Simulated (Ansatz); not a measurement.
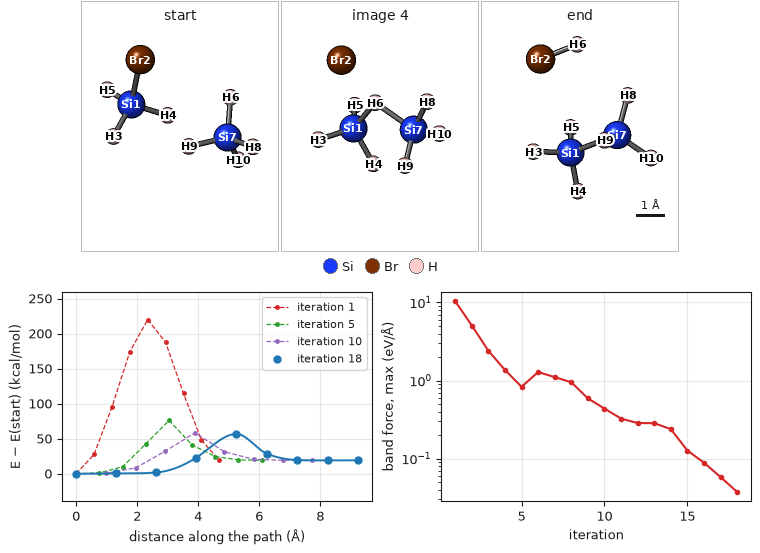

NEB run on Si2H7Br, made up at the start of SiH₃Br and SiH4. Images are numbered from 0 (start) to 8 (end). The plot follows the band through its iterations. A ball-and-stick model, seen from a free direction.

These are results of RKS B3LYP-D4/def2-SVP in Ansatz 0.2.0, not measurements.

The input:
```yaml
crystal:
  periodic: [false, false, false]
  atoms:
    - { symbol: Si, position_ang: [-1.977219, 0.100207, -0.538498] }
    - { symbol: Br, position_ang: [-1.569928, -2.100809, -0.413335] }
    - { symbol: H, position_ang: [-1.5332, 0.5952, -1.867942] }
    - { symbol: H, position_ang: [-1.222299, 0.78462, 0.543863] }
    - { symbol: H, position_ang: [-3.437249, 0.32281, -0.362769] }
    - { symbol: H, position_ang: [1.210311, -0.89615, 1.405424] }
    - { symbol: Si, position_ang: [1.94811, 0.056371, 0.53023] }
    - { symbol: H, position_ang: [3.381828, -0.342875, 0.440537] }
    - { symbol: H, position_ang: [1.346113, 0.04756, -0.834392] }
    - { symbol: H, position_ang: [1.853534, 1.433065, 1.096682] }
basis:
  gaussian: { orbitals: def2-SVP }
hamiltonian:
  xc: b3lyp
  dispersion: d4
neb:
  order_check: false
  images: 7
  f_tol: 0.05
  max_iterations: 60
  initial_path: linear
  final_atoms:
    - { symbol: Si, position_ang: [-1.19293355, 0.81913059, -0.2628376] }
    - { symbol: Br, position_ang: [-0.34804245, -2.95471181, -0.35463612] }
    - { symbol: H, position_ang: [-1.57104285, 0.0869899, -1.50471559] }
    - { symbol: H, position_ang: [-1.54125906, 2.26164121, -0.44065628] }
    - { symbol: H, position_ang: [-1.98340513, 0.28285487, 0.88354244] }
    - { symbol: H, position_ang: [0.60768581, -2.87957763, 0.70451377] }
    - { symbol: Si, position_ang: [1.11932224, 0.62377326, 0.16672384] }
    - { symbol: H, position_ang: [1.38874585, -0.43806432, 1.1824764] }
    - { symbol: H, position_ang: [1.86843685, 0.28630193, -1.07911727] }
    - { symbol: H, position_ang: [1.65249329, 1.911661, 0.70450642] }
```

Command:
```bash
ansatz run input.yaml --threads 2 --pin off --max-ram 3072MiB --backend cpu --events-out ev --progress --plain --runs-dir out
```

> Judge this run.

The run is converged, with reservations. The band converged in 18 iterations. The largest component of the band force went from 10 to 0.037 eV/Å. The climbing image converged on the top of the path. Its curvatures weren't checked. The straight starting path can push atoms close together and costs iterations. The first iteration put the highest image at 220.1 kcal/mol. The energy climbs by 56.8 kcal/mol to image 4 and then falls by 37.7 kcal/mol, so the end point sits at +19.1 kcal/mol.

Limits of the set-up: the start holds two separate molecules, 3.0 Å apart at their closest, whose relative position is a soft coordinate.

The run took 4.1 min on 2 threads of AMD EPYC 7B13 (Zen 3), with other jobs on the host, peak memory 0.26 GiB.
